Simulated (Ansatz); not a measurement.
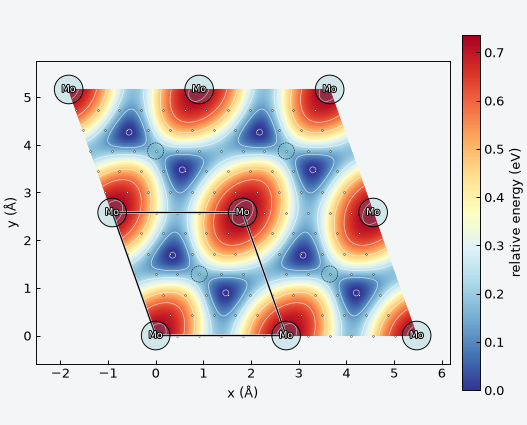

Cl on a Mo(110) slab cut from the Im-3m phase, its upper half relaxed before the scan (12 atoms of substrate and one adsorbate in a 2 × 2 cell). Cl is moved over the surface cell; relaxed at each place: the height of the adsorbate's atoms; substrate rigid; the origin of the map has the adsorbate above Mo9. Places are given modulo a cell vector. The map is drawn in real space over the plane of the surface. The scan uses a 6 × 6 grid; 13 points were computed and 23 follow by symmetry. Places are given in fractions of the 1 × 1 surface cell. All energies are given in eV relative to the lowest grid point. Computed with DFT PBE, scalar-relativistic, plane waves, PAW (Ansatz). Settings: cutoff 420 eV, k-mesh 5×5×1, gaussian smearing 0.1 eV, no spin polarisation.

Drawn: a smooth colour map with a few white contour lines, dots at the grid points, labelled circles for the atoms of the top layer and small ones for the second layer, the outline of one cell of the 2 × 2 shown. Between grid points the surface is interpolated.

The lowest grid point is at (2/6, 4/6) of the cell vectors [nearest 1 Mo at 2.45 Å]; the map holds 2 wells of about this depth. It is the only kind of minimum in the scanned range. The highest grid point, the top site over a surface Mo atom, (0/6, 0/6) of the cell vectors, lies 0.74 eV above the lowest. On the interpolated surface the easiest way out of the lowest well to a well of about the same depth near (4/6, 2/6) of the cell vectors [nearest 1 Mo at 2.45 Å] passes a barrier of about 0.18 eV. At the lowest point the adsorbate has 1 Mo at 2.45 Å as nearest neighbours, at the highest 1 Mo at 2.36 Å. Its relaxed height above the top atom is 1.94 Å at the lowest and 2.36 Å at the highest point.

Cl is replaced by N; all else is set up alike.

Question: What does this change do to the map?

Answer: The minimum (interpolated where it lies between grid points) moves from (2/6, 4/6) of the cell vectors [nearest 1 Mo at 2.45 Å] to a bridge site between two Mo atoms, over a second-layer Mo atom, (3/6, 3/6) of the cell vectors. The span from the lowest to the highest grid point grows from 0.74 to 2.39 eV. In the new map: at the lowest point the adsorbate has 2 Mo at 1.94 Å as nearest neighbours, at the highest 1 Mo at 1.74 Å. Its relaxed height above the top atom is 1.12 Å at the lowest and 1.74 Å at the highest point.

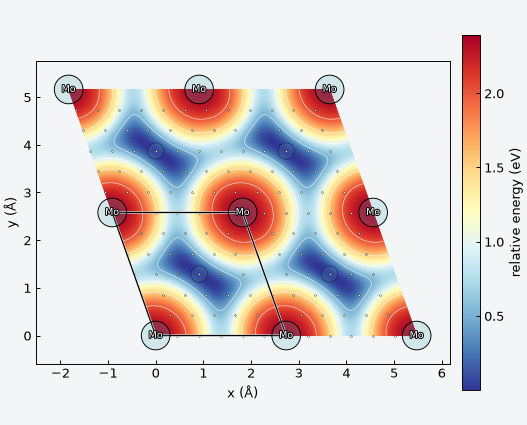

The map after the change, on a colour scale of its own. Drawn: a smooth colour map with a few white contour lines, dots at the grid points, labelled circles for the atoms of the top layer and small ones for the second layer, the outline of one cell of the 2 × 2 shown. Between grid points the surface is interpolated.

PAW datasets: the set soft_1.
